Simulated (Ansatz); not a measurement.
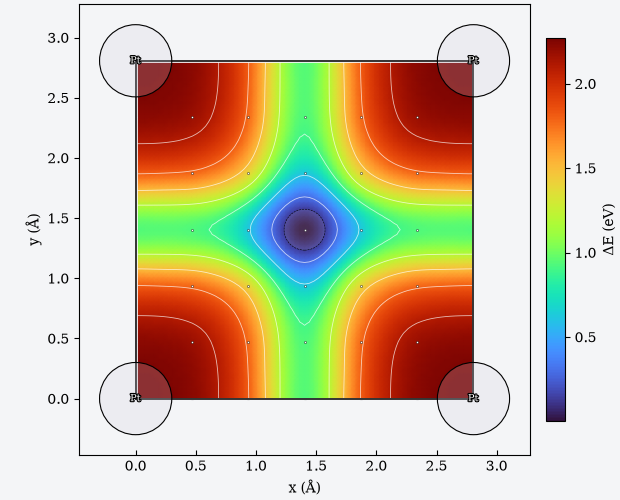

C on a Pt(100) slab cut from the Fm-3m phase, its upper half relaxed before the scan (12 atoms of substrate and one adsorbate in a 2 × 2 cell). C is moved over the surface cell; relaxed at each place: the height of the adsorbate's atoms; substrate rigid; the origin of the map has the adsorbate above Pt9. Places are given modulo a cell vector. The map is drawn in real space over the plane of the surface. The grid has 6 × 6 points; 10 points were computed and 26 follow by symmetry. Places are given in fractions of the 1 × 1 surface cell. Energies are in eV, from the lowest grid point. This map comes from Ansatz 0.2.0, DFT PBE, scalar-relativistic, plane waves, PAW. Settings: cutoff 420 eV, k-mesh 5×5×1, gaussian smearing 0.1 eV, no spin polarisation.

The picture shows a smooth colour map with a few white contour lines, dots at the grid points, labelled circles for the atoms of the top layer and small ones for the second layer, the outline of one cell of the plane. Between grid points the surface is interpolated.

The lowest grid point is at a fourfold hollow over a second-layer Pt atom, (3/6, 3/6) of the cell vectors. The highest grid point, the top site over a surface Pt atom, (0/6, 0/6) of the cell vectors, lies 2.27 eV above the lowest. On the interpolated surface the easiest way out of the lowest well to its copy in the next cell or period passes a barrier of about 0.95 eV. At the lowest point the adsorbate has 4 Pt at 2.03 Å as nearest neighbours, at the highest 1 Pt at 1.74 Å. Its relaxed height above the top atom is 0.43 Å at the lowest and 1.74 Å at the highest point.

C is replaced by S; all else is set up alike.

Q: What will the new map look like?

A: The lowest place stays at a fourfold hollow over a second-layer Pt atom, (3/6, 3/6) of the cell vectors. The span from the lowest to the highest grid point shrinks from 2.27 to 2.13 eV. The easiest pass out of the lowest well goes from about 0.95 to about 0.86 eV on the interpolated surfaces. In the new map: at the lowest point the adsorbate has 4 Pt at 2.38 Å as nearest neighbours, at the highest 1 Pt at 2.14 Å. Its relaxed height above the top atom is 1.31 Å at the lowest and 2.14 Å at the highest point.

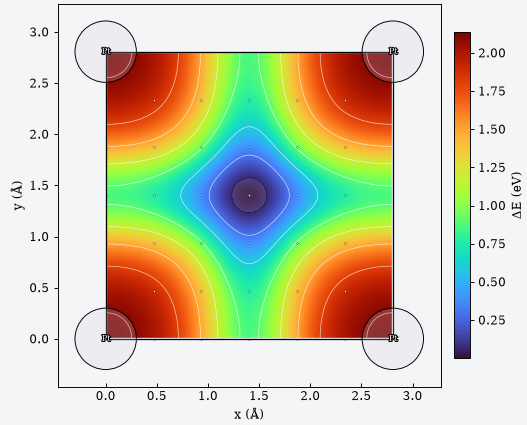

The map after the change, on a colour scale of its own. In the figure: a smooth colour map with a few white contour lines, dots at the grid points, labelled circles for the atoms of the top layer and small ones for the second layer, the outline of one cell of the plane. Between grid points the surface is interpolated.

PAW datasets: the set soft_1.
